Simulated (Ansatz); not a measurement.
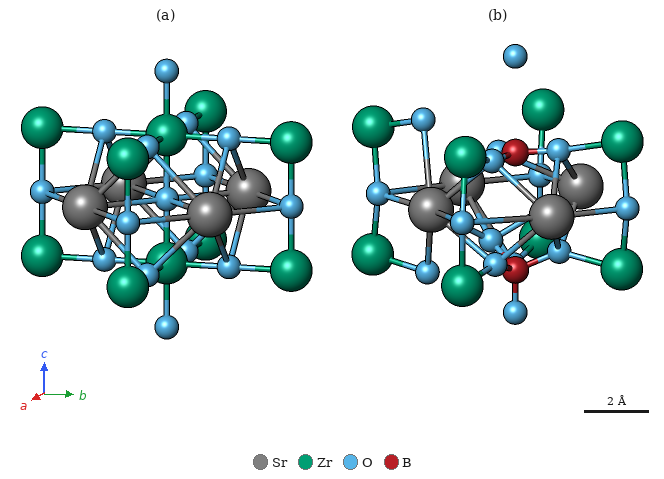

Left: perfect SrZrO3. Right: the same region with a pair of point defects, after relaxing the atoms in a supercell of 40 sites. Style: ball-and-stick. Shown: the atoms within 5.0 Å of one point, slightly off an axis.

Method: DFT, PBEsol, PAW, plane waves (Ansatz). (plane-wave cutoff 420 eV; k-point mesh 1 × 1 × 1; mesh shifted by (0.25, 0.25, 0.25); collinear spin) Fermi-Dirac smearing of 0.01 eV. The axes drawn are those of the host's conventional cell.

What kind of defect was made?

Two zirconium atoms are replaced by boron, the two sites 4.1 Å apart.

The charge state of the cell is 0.

How does the lattice respond?

One site: in the host the Zr atom has 6 O at 2.06 to 2.07 Å; the B atom ends with 4 O at 1.43 to 1.53 Å. The other site: in the host the Zr atom has 6 O at 2.06 to 2.07 Å; the B atom ends with 3 O at 1.35 to 1.46 Å. Of the host's atoms, an oxygen atom moves furthest from its site, by 1.59 Å. The B atom itself moves 0.74 Å from where it was put. The B atom itself moves 0.84 Å from where it was put. The cell's net moment is 2.00 μB.

Limits of the set-up: the periodic images lie only 8.3 Å apart, so the values are limited by the cell's size.
